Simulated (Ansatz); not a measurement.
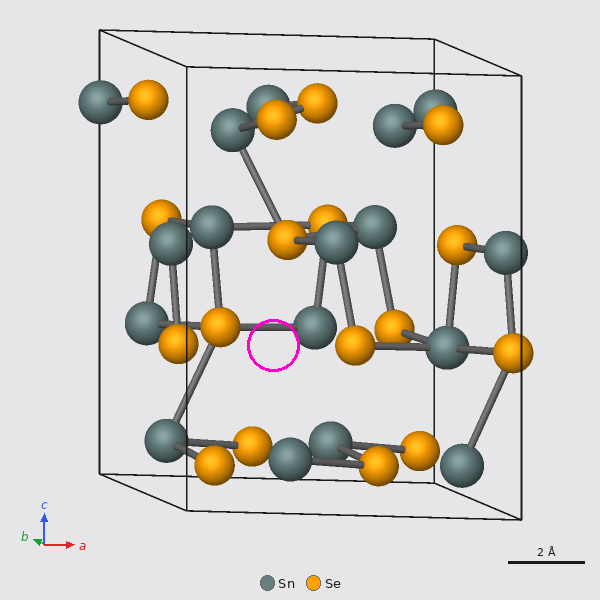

Shown here is a ball-and-stick view of the crystal, taken slightly off an axis. The lines enclose the supercell; boundary atoms appear with their images. The host is SnSe, in a cell of 32 sites, and the cell carries a charge of -2. A ring marks the defect's site.

### What imperfection does the supercell contain?

A tin vacancy. Around the empty site lie three Se at about 2.8 to 3.0 Å.

Calculation details: Ansatz, DFT PBE, scalar-relativistic, plane waves, PAW; E_cut = 420 eV, 2×2×2 k-mesh, Gaussian smearing of 0.01 eV, collinear spins.

### Is there a net spin in the supercell?

No net moment.

The atoms were relaxed in the host's cell with Ansatz 0.2.0, DFT PBE, scalar-relativistic, plane waves, PAW.
